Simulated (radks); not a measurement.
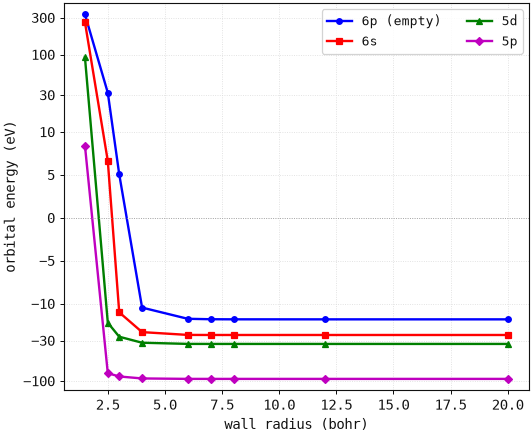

The Tl²⁺ ion; electrons: [Xe] 4f14 5d10 6s1. It is put inside a hard spherical wall of varying radius. Level of theory: scalar-relativistic Kohn-Sham, PBEsol, spin-unpolarised, spherical densities, point nucleus. Computed with the in-house radial solver radks. The plot shows the outer orbital energies, on a scale that is linear within ±10 eV and logarithmic beyond.

### How do the levels move, and do any cross?

The levels rise as the wall closes in: 6s goes from −25.4 eV at 20 bohr to 262.4 eV at 1.5 bohr and passes zero between 3 and 2.5 bohr. No two of the levels drawn cross. The fastest to rise is 6p (by 346.8 eV), the slowest 5p (by 102.4 eV): the wall presses hardest on the most extended orbitals.
